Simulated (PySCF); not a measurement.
# SO₂F₂: a ladder of methods

How much do the numbers for SO₂F₂ (singlet) hang on the method? All levels run at one geometry, the PBE0 minimum.

Computed with PySCF 2.14.0. Level: several methods, basis S def2-SVP, O def2-SVP, F def2-SVP, no relativity, density fitting.

### 1 Where the work starts

5 atoms, charge 0, spin multiplicity 1.

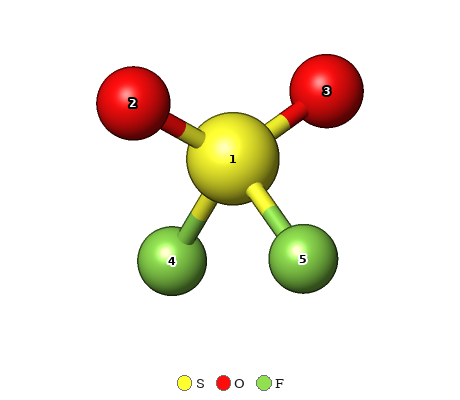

Start geometry, drawn with sulfur yellow, oxygen red, fluorine green; atoms are numbered from 1 in the order of the file.

Z-matrix (Å, degrees; charge 0 multiplicity 1):
```
S
O  1 1.4241
O  1 1.4241 2 125.85
F  1 1.5755 2 107.95 3 -129.32
F  1 1.5755 2 107.95 3 129.32
```

### 2 Density, ELF and potential

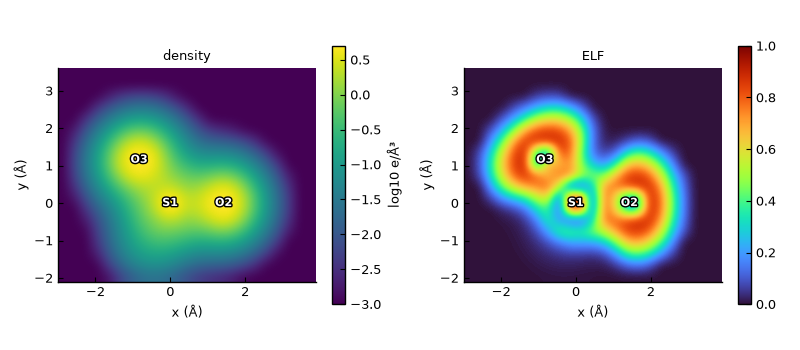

The plane holds S1 at (0.00, 0.00), O2 at (1.42, 0.00), O3 at (-0.83, 1.15) Å. ELF is set to 0 where the density is under 0.005 e/Å³; an orbital's overall sign is arbitrary.

The fields below are evaluated on a grid from the run's orbitals.

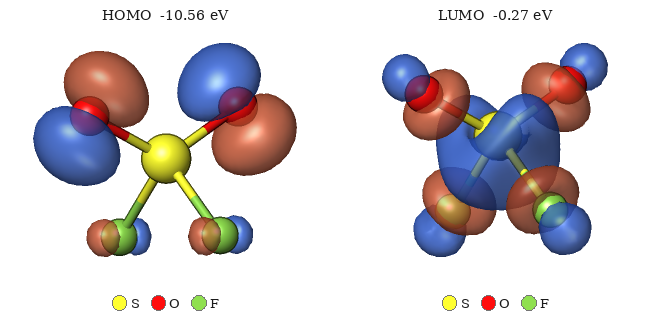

PBE0 orbitals near the gap, drawn at the value that encloses 70 % of each; the two colours are the two signs.

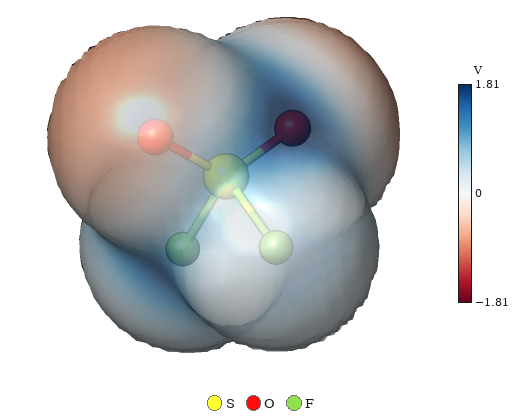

The potential that a unit positive charge feels on the 0.002 e/bohr³ surface, from the 1st to the 99th percentile, from -0.70 V near O2 to 1.81 V near S1.

Along S1–O2 (1.424 Å) the density is least, 2.03 e/Å³, about 0.57 Å from S1; ELF there is 0.26.

Values on the line from S1 (at 0) through O2 (at 1.424 Å):

```
distance (Å)  density (e/Å³)     ELF  electrostatic potential (V)
       -0.50             1.7  0.0734                         84.2
       -0.36            7.69   0.502                          158
       -0.21              55   0.862                          389
       -0.07             382   0.327                     2.14e+03
        0.14             120   0.661                          772
        0.28            21.2   0.803                          234
        0.43            3.35   0.109                          112
        0.57            2.03   0.263                         63.3
        0.71            2.41   0.765                         41.5
        0.85            3.07   0.795                         39.5
        1.00            4.16   0.659                         63.3
        1.14            5.87   0.172                          143
        1.28            36.3     0.6                          441
        1.50             251   0.996                     1.13e+03
        1.64            10.2  0.0982                          230
        1.78            5.19   0.636                           82
        1.92            2.84   0.863                         32.1
        2.06            1.43   0.877                         12.6
        2.21           0.682   0.831                         4.65
```

Making the fields took 1.1 s on 2 threads of Arm Neoverse V2, shared host.

### 3 PBE0

One driver script runs all steps and calls PySCF; scf.py shows the equivalent input of each level. Each SCF starts from the density of the minimum. The driver also runs the species with one electron less or more at the same geometry; their logs are not shown.

The input, scf.py:

```python
from pyscf import gto, scf, dft
mol = gto.M(atom='''
S     -0.136151    -0.138449    -0.004004
O      0.070986    -1.225576    -0.900236
O     -1.252119     0.024514     0.865503
F      0.047830     1.200339    -0.813964
F      1.175316     0.043443     0.849932''',
    basis={'S': 'def2-SVP', 'O': 'def2-SVP', 'F': 'def2-SVP'},
    charge=0, spin=0)
mf = dft.RKS(mol, xc='PBE0')
mf.grids.atom_grid = (75, 302)
aux = {'S': 'def2-universal-JKFIT', 'O': 'def2-universal-JKFIT', 'F': 'def2-universal-JKFIT'}
mf = mf.density_fit(auxbasis=aux)
mf.conv_tol = 1e-08
mf.diis_space = 10
mf.max_cycle = 60
mf.verbose = 4
mf.kernel()
```

On the command line:

```bash
OMP_NUM_THREADS=2 python axn.py task.json out
```

What it wrote:

```text
init E= -747.365000105686
  HOMO = -0.387954025749166  LUMO = -0.00983794248621672  gap/eV = 10.28906
cycle= 1 E= -747.365000105622  delta_E= 6.46e-11  |g|= 2.27e-05  |ddm|= 2.45e-05
  HOMO = -0.38795610753204  LUMO = -0.00983722132733256  gap/eV = 10.28914
Extra cycle  E= -747.365000105395  delta_E= 2.27e-10  |g|= 4.18e-05  |ddm|= 4.53e-05
converged SCF energy = -747.365000105395
```

This level, with the species of one electron less or more, took 1.6 s.

| Item | Value |
| --- | --- |
| energy | -747.365000 Eh |
| one electron less (charge +1) | -746.874567 Eh (doublet, ⟨S²⟩ 0.77) |
| Mulliken charge of S1 | +1.29 e |

### 4 HF

Changes to scf.py since step 3:

```diff
@@ -10,2 +10 @@
-mf = dft.RKS(mol, xc='PBE0')
-mf.grids.atom_grid = (75, 302)
+mf = scf.RHF(mol)
```

What it wrote:

```text
init E= -745.568678788481
  HOMO = -0.544961214875739  LUMO = 0.191325500491353  gap/eV = 20.03538
cycle= 1 E= -745.59884973597  delta_E= -0.0302  |g|= 0.122  |ddm|= 0.425
  HOMO = -0.561544543810463  LUMO = 0.161984391909436  gap/eV = 19.68823
cycle= 2 E= -745.601200577096  delta_E= -0.00235  |g|= 0.0564  |ddm|= 0.136
  HOMO = -0.56275480780699  LUMO = 0.172415893646024  gap/eV = 20.00501
cycle= 3 E= -745.601885657807  delta_E= -0.000685  |g|= 0.0186  |ddm|= 0.0563
  HOMO = -0.559984938057913  LUMO = 0.174706826303067  gap/eV = 19.99198
cycle= 4 E= -745.601967893523  delta_E= -8.22e-05  |g|= 0.00397  |ddm|= 0.0188
  HOMO = -0.561167338743024  LUMO = 0.174354698171656  gap/eV = 20.01457
cycle= 5 E= -745.601974328493  delta_E= -6.43e-06  |g|= 0.00143  |ddm|= 0.00589
  HOMO = -0.561044534878984  LUMO = 0.174351635948385  gap/eV = 20.01115
cycle= 6 E= -745.601974958862  delta_E= -6.3e-07  |g|= 0.000478  |ddm|= 0.00179
  HOMO = -0.561020841396893  LUMO = 0.174457504267442  gap/eV = 20.01339
cycle= 7 E= -745.601975060557  delta_E= -1.02e-07  |g|= 7.59e-05  |ddm|= 0.000819
  HOMO = -0.561026454223312  LUMO = 0.174453064411065  gap/eV = 20.01342
cycle= 8 E= -745.601975064041  delta_E= -3.48e-09  |g|= 1.25e-05  |ddm|= 0.000198
  HOMO = -0.56102608048022  LUMO = 0.174454023568657  gap/eV = 20.01343
Extra cycle  E= -745.601975064125  delta_E= -8.44e-11  |g|= 5.63e-06  |ddm|= 1.97e-05
converged SCF energy = -745.601975064125
```

This level, with the species of one electron less or more, took 0.6 s.

```
energy                        : -745.601975 Eh
one electron less (charge +1) : -745.123380 Eh (doublet, ⟨S²⟩ 0.88)
Mulliken charge of S1         : +1.78 e
```

### 5 PBE

Changes to scf.py since step 4:

```diff
@@ -10 +10,2 @@
-mf = scf.RHF(mol)
+mf = dft.RKS(mol, xc='PBE')
+mf.grids.atom_grid = (75, 302)
```

What it wrote:

```text
init E= -747.35218527845
  HOMO = -0.319096070744586  LUMO = -0.0613875520672695  gap/eV = 7.01261
cycle= 1 E= -747.354309749951  delta_E= -0.00212  |g|= 0.0976  |ddm|= 0.247
  HOMO = -0.317996703322474  LUMO = -0.0433689794854177  gap/eV = 7.47300
cycle= 2 E= -747.348956864929  delta_E= 0.00535  |g|= 0.195  |ddm|= 0.246
  HOMO = -0.312934274434371  LUMO = -0.0502693788597166  gap/eV = 7.14748
cycle= 3 E= -747.356090616053  delta_E= -0.00713  |g|= 0.0278  |ddm|= 0.164
  HOMO = -0.31607612456349  LUMO = -0.0518332009882179  gap/eV = 7.19042
cycle= 4 E= -747.356220557146  delta_E= -0.00013  |g|= 0.0101  |ddm|= 0.0266
  HOMO = -0.316249451282918  LUMO = -0.0526568615225806  gap/eV = 7.17272
cycle= 5 E= -747.356238159386  delta_E= -1.76e-05  |g|= 0.000624  |ddm|= 0.00757
  HOMO = -0.316191361206715  LUMO = -0.0526182133811965  gap/eV = 7.17219
cycle= 6 E= -747.356238221249  delta_E= -6.19e-08  |g|= 5.71e-05  |ddm|= 0.000399
  HOMO = -0.316191733887144  LUMO = -0.052615310282814  gap/eV = 7.17228
cycle= 7 E= -747.35623822173  delta_E= -4.81e-10  |g|= 2.02e-05  |ddm|= 4.86e-05
  HOMO = -0.316192475758326  LUMO = -0.0526139467664795  gap/eV = 7.17234
Extra cycle  E= -747.356238221209  delta_E= 5.21e-10  |g|= 5.57e-05  |ddm|= 5.95e-05
converged SCF energy = -747.356238221209
```

This level, with the species of one electron less or more, took 3.8 s.

```
energy                        : -747.356238 Eh
one electron less (charge +1) : -746.887469 Eh (doublet, ⟨S²⟩ 0.75)
Mulliken charge of S1         : +1.11 e
```

### 6 B3LYP

Changes to scf.py since step 5:

```diff
@@ -10 +10 @@
-mf = dft.RKS(mol, xc='PBE')
+mf = dft.RKS(mol, xc='B3LYP')
```

What it wrote:

```text
init E= -747.845962161128
  HOMO = -0.377715161428443  LUMO = -0.0241385054443839  gap/eV = 9.62131
cycle= 1 E= -747.846172279941  delta_E= -0.00021  |g|= 0.0591  |ddm|= 0.0881
  HOMO = -0.366885607545708  LUMO = -0.0198383668426025  gap/eV = 9.44364
cycle= 2 E= -747.845241737188  delta_E= 0.000931  |g|= 0.0934  |ddm|= 0.105
  HOMO = -0.37298019605507  LUMO = -0.0202211683007083  gap/eV = 9.59906
cycle= 3 E= -747.846738085212  delta_E= -0.0015  |g|= 0.0108  |ddm|= 0.0705
  HOMO = -0.37287100388592  LUMO = -0.0212418676329662  gap/eV = 9.56832
cycle= 4 E= -747.846757737964  delta_E= -1.97e-05  |g|= 0.00254  |ddm|= 0.00929
  HOMO = -0.373173806132054  LUMO = -0.0214482254417976  gap/eV = 9.57094
cycle= 5 E= -747.846758897628  delta_E= -1.16e-06  |g|= 0.000191  |ddm|= 0.00196
  HOMO = -0.373163437938383  LUMO = -0.0214342215832821  gap/eV = 9.57104
cycle= 6 E= -747.846758904383  delta_E= -6.76e-09  |g|= 1.4e-05  |ddm|= 0.000147
  HOMO = -0.373166054253286  LUMO = -0.0214334702800518  gap/eV = 9.57113
Extra cycle  E= -747.846758904338  delta_E= 4.57e-11  |g|= 2.04e-05  |ddm|= 2.37e-05
converged SCF energy = -747.846758904338
```

This level, with the species of one electron less or more, took 3.4 s on 2 threads of Arm Neoverse V2, shared host.

| Property | Result |
| --- | --- |
| energy | -747.846759 Eh |
| one electron less (charge +1) | -747.360060 Eh (doublet, ⟨S²⟩ 0.76) |
| Mulliken charge of S1 | +1.26 e |

### 7 r2SCAN

Changes to scf.py since step 6:

```diff
@@ -10,2 +10,2 @@
-mf = dft.RKS(mol, xc='B3LYP')
-mf.grids.atom_grid = (75, 302)
+mf = dft.RKS(mol, xc='R2SCAN')
+mf.grids.atom_grid = (90, 434)
```

What it wrote:

```text
init E= -747.672422260386
  HOMO = -0.340038231982678  LUMO = -0.0482232699816696  gap/eV = 7.94069
cycle= 1 E= -747.673557181866  delta_E= -0.00113  |g|= 0.0159  |ddm|= 0.0858
  HOMO = -0.337794542887979  LUMO = -0.0434671838097498  gap/eV = 8.00906
cycle= 2 E= -747.673523461408  delta_E= 3.37e-05  |g|= 0.0205  |ddm|= 0.0296
  HOMO = -0.337633008676382  LUMO = -0.0454718524092965  gap/eV = 7.95011
cycle= 3 E= -747.67358789488  delta_E= -6.44e-05  |g|= 0.00808  |ddm|= 0.0212
  HOMO = -0.33850539812247  LUMO = -0.04584572702881  gap/eV = 7.96368
cycle= 4 E= -747.673600353769  delta_E= -1.25e-05  |g|= 0.000289  |ddm|= 0.00611
  HOMO = -0.338486752730813  LUMO = -0.0458301298228063  gap/eV = 7.96359
cycle= 5 E= -747.67360035544  delta_E= -1.67e-09  |g|= 0.000262  |ddm|= 0.00035
  HOMO = -0.338485449057269  LUMO = -0.0458221993972865  gap/eV = 7.96377
cycle= 6 E= -747.673600367461  delta_E= -1.2e-08  |g|= 2.31e-05  |ddm|= 0.000209
  HOMO = -0.33848642964784  LUMO = -0.0458238324100773  gap/eV = 7.96375
cycle= 7 E= -747.673600367548  delta_E= -8.66e-11  |g|= 6e-06  |ddm|= 2e-05
  HOMO = -0.338486742012106  LUMO = -0.0458238775851161  gap/eV = 7.96376
Extra cycle  E= -747.673600367511  delta_E= 3.73e-11  |g|= 1.57e-05  |ddm|= 1.68e-05
converged SCF energy = -747.673600367511
```

This level, with the species of one electron less or more, took 9 s.

```
energy                        : -747.673600 Eh
one electron less (charge +1) : -747.191411 Eh (doublet, ⟨S²⟩ 0.76)
Mulliken charge of S1         : +1.29 e
```

### 8 TPSSh

Changes to scf.py since step 7:

```diff
@@ -10 +10 @@
-mf = dft.RKS(mol, xc='R2SCAN')
+mf = dft.RKS(mol, xc='TPSSH')
```

What it wrote:

```text
init E= -747.849248445278
  HOMO = -0.353554455634022  LUMO = -0.0348947236766382  gap/eV = 8.67117
cycle= 1 E= -747.85003770634  delta_E= -0.000789  |g|= 0.0209  |ddm|= 0.087
  HOMO = -0.349134637706198  LUMO = -0.0272894542158277  gap/eV = 8.75785
cycle= 2 E= -747.850021613622  delta_E= 1.61e-05  |g|= 0.0227  |ddm|= 0.0395
  HOMO = -0.349533165413483  LUMO = -0.0303637679121325  gap/eV = 8.68504
cycle= 3 E= -747.850103990012  delta_E= -8.24e-05  |g|= 0.00986  |ddm|= 0.0256
  HOMO = -0.350579593419273  LUMO = -0.0307491258195087  gap/eV = 8.70303
cycle= 4 E= -747.850122121665  delta_E= -1.81e-05  |g|= 0.000655  |ddm|= 0.00736
  HOMO = -0.350558794580827  LUMO = -0.0307491320604711  gap/eV = 8.70246
cycle= 5 E= -747.850122153774  delta_E= -3.21e-08  |g|= 0.000478  |ddm|= 0.000738
  HOMO = -0.350561221564116  LUMO = -0.0307441760268445  gap/eV = 8.70267
cycle= 6 E= -747.850122191393  delta_E= -3.76e-08  |g|= 4.76e-05  |ddm|= 0.000344
  HOMO = -0.350560368928871  LUMO = -0.0307415583459316  gap/eV = 8.70271
cycle= 7 E= -747.850122191796  delta_E= -4.04e-10  |g|= 6.87e-06  |ddm|= 3.55e-05
  HOMO = -0.35056068230974  LUMO = -0.0307409682246913  gap/eV = 8.70274
Extra cycle  E= -747.850122191757  delta_E= 3.89e-11  |g|= 1.54e-05  |ddm|= 1.75e-05
converged SCF energy = -747.850122191757
```

This level, with the species of one electron less or more, took 8.9 s.

```
energy                        : -747.850122 Eh
one electron less (charge +1) : -747.370920 Eh (doublet, ⟨S²⟩ 0.76)
Mulliken charge of S1         : +1.26 e
```

### 9 PBEsol

Changes to scf.py since step 8:

```diff
@@ -10,2 +10,2 @@
-mf = dft.RKS(mol, xc='TPSSH')
-mf.grids.atom_grid = (90, 434)
+mf = dft.RKS(mol, xc='PBEsol')
+mf.grids.atom_grid = (75, 302)
```

What it wrote:

```text
init E= -745.668559666457
  HOMO = -0.315243231560562  LUMO = -0.058839728563135  gap/eV = 6.97709
cycle= 1 E= -745.66965205156  delta_E= -0.00109  |g|= 0.153  |ddm|= 0.301
  HOMO = -0.325439725000238  LUMO = -0.0470917123913237  gap/eV = 7.57424
cycle= 2 E= -745.656131670757  delta_E= 0.0135  |g|= 0.312  |ddm|= 0.356
  HOMO = -0.314882585814091  LUMO = -0.0530885052081191  gap/eV = 7.12378
cycle= 3 E= -745.673743250255  delta_E= -0.0176  |g|= 0.0358  |ddm|= 0.246
  HOMO = -0.317211414261397  LUMO = -0.0532909640339034  gap/eV = 7.18164
cycle= 4 E= -745.673969226644  delta_E= -0.000226  |g|= 0.00621  |ddm|= 0.0302
  HOMO = -0.317476643464837  LUMO = -0.0541384598307388  gap/eV = 7.16580
cycle= 5 E= -745.673976272907  delta_E= -7.05e-06  |g|= 0.00107  |ddm|= 0.00569
  HOMO = -0.31731318964222  LUMO = -0.0539420071257086  gap/eV = 7.16669
cycle= 6 E= -745.673976477005  delta_E= -2.04e-07  |g|= 8.43e-05  |ddm|= 0.000977
  HOMO = -0.317318166087485  LUMO = -0.0539402412822692  gap/eV = 7.16688
cycle= 7 E= -745.673976478215  delta_E= -1.21e-09  |g|= 2.55e-05  |ddm|= 6.99e-05
  HOMO = -0.317318366936659  LUMO = -0.0539384704385171  gap/eV = 7.16693
Extra cycle  E= -745.673976477571  delta_E= 6.44e-10  |g|= 6.29e-05  |ddm|= 6.97e-05
converged SCF energy = -745.673976477571
```

This level, with the species of one electron less or more, took 4.1 s.

| Item | Value |
| --- | --- |
| energy | -745.673976 Eh |
| one electron less (charge +1) | -745.203324 Eh (doublet, ⟨S²⟩ 0.75) |
| Mulliken charge of S1 | +1.09 e |

### 10 r2SCAN0

Changes to scf.py since step 9:

```diff
@@ -10,2 +10,2 @@
-mf = dft.RKS(mol, xc='PBEsol')
-mf.grids.atom_grid = (75, 302)
+mf = dft.RKS(mol, xc='HYB_MGGA_XC_R2SCAN0')
+mf.grids.atom_grid = (90, 434)
```

What it wrote:

```text
init E= -747.603786059395
  HOMO = -0.401600921038906  LUMO = -0.00196438101625951  gap/eV = 10.87466
cycle= 1 E= -747.604180805224  delta_E= -0.000395  |g|= 0.043  |ddm|= 0.112
  HOMO = -0.401980427174481  LUMO = -0.00839657992064735  gap/eV = 10.70996
cycle= 2 E= -747.603871369643  delta_E= 0.000309  |g|= 0.0602  |ddm|= 0.0785
  HOMO = -0.403627792546144  LUMO = -0.00611658846812313  gap/eV = 10.81683
cycle= 3 E= -747.604522306662  delta_E= -0.000651  |g|= 0.0052  |ddm|= 0.0467
  HOMO = -0.402809730143734  LUMO = -0.00574751720543976  gap/eV = 10.80461
cycle= 4 E= -747.604526938772  delta_E= -4.63e-06  |g|= 0.0015  |ddm|= 0.00458
  HOMO = -0.402776500645555  LUMO = -0.00553233835753097  gap/eV = 10.80956
cycle= 5 E= -747.60452731797  delta_E= -3.79e-07  |g|= 0.000235  |ddm|= 0.0012
  HOMO = -0.402789996962758  LUMO = -0.00555813898753499  gap/eV = 10.80923
cycle= 6 E= -747.604527327754  delta_E= -9.78e-09  |g|= 2.78e-05  |ddm|= 0.000199
  HOMO = -0.402787289541241  LUMO = -0.00556027980917229  gap/eV = 10.80910
Extra cycle  E= -747.604527327657  delta_E= 9.69e-11  |g|= 3.72e-05  |ddm|= 5.03e-05
converged SCF energy = -747.604527327657
```

This level, with the species of one electron less or more, took 8.9 s on 2 threads of Arm Neoverse V2, shared host.

```
energy                        : -747.604527 Eh
one electron less (charge +1) : -747.107670 Eh (doublet, ⟨S²⟩ 0.78)
Mulliken charge of S1         : +1.39 e
```

### 11 The ladder

| level | atomisation energy (kJ/mol) | vertical ionisation energy (eV) | −ε(HOMO) (eV) | gap (eV) | dipole (D) | wall time |
| --- | --- | --- | --- | --- | --- | --- |
| PBE0 | 1521 | 13.35 | 10.56 | 10.29 | 0.78 | 1.6 s |
| HF | 597 | 13.02 | 15.27 | 20.01 | 0.86 | 0.6 s |
| PBE | 1698 | 12.76 | 8.60 | 7.17 | 0.78 | 3.8 s |
| B3LYP | 1494 | 13.24 | 10.15 | 9.57 | 0.78 | 3.4 s |
| r2SCAN | – | 13.12 | 9.21 | 7.96 | 0.78 | 9 s |
| TPSSh | 1492 | 13.04 | 9.54 | 8.70 | 0.76 | 8.9 s |
| PBEsol | – | 12.81 | 8.63 | 7.17 | 0.78 | 4.1 s |
| r2SCAN0 | – | 13.52 | 10.96 | 10.81 | 0.79 | 8.9 s |

Times are for 2 threads of Arm Neoverse V2, shared host; PBE0 starts from its own converged density, so its time is not comparable. A dash stands where a species or a free atom was not run at that level, or the quantity is not defined.

Atomisation goes to high-spin atoms in their ground configurations, run at the same level, without zero-point energy.

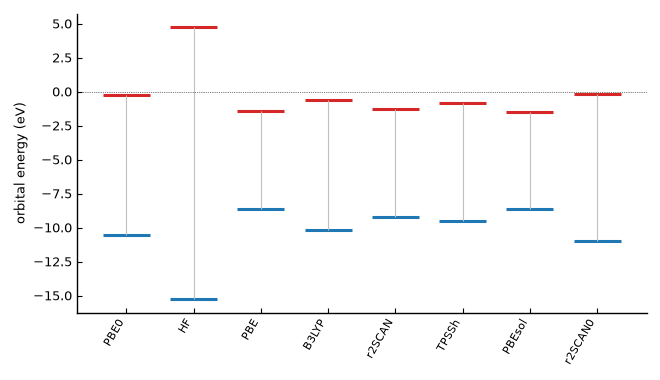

Highest occupied (blue) and lowest empty (red) levels by method.

### 12 Summary of results

```
                         quantity                              value
        atomisation energy, range      597 (HF) to 1698 (PBE) kJ/mol
vertical ionisation energy, range  12.76 (PBE) to 13.52 (r2SCAN0) eV
               orbital gap, range     7.17 (PBEsol) to 20.01 (HF) eV
```

The atomisation energy spreads over 1101 kJ/mol, from HF to PBE; without a CCSD(T) value for it there is no yardstick here.
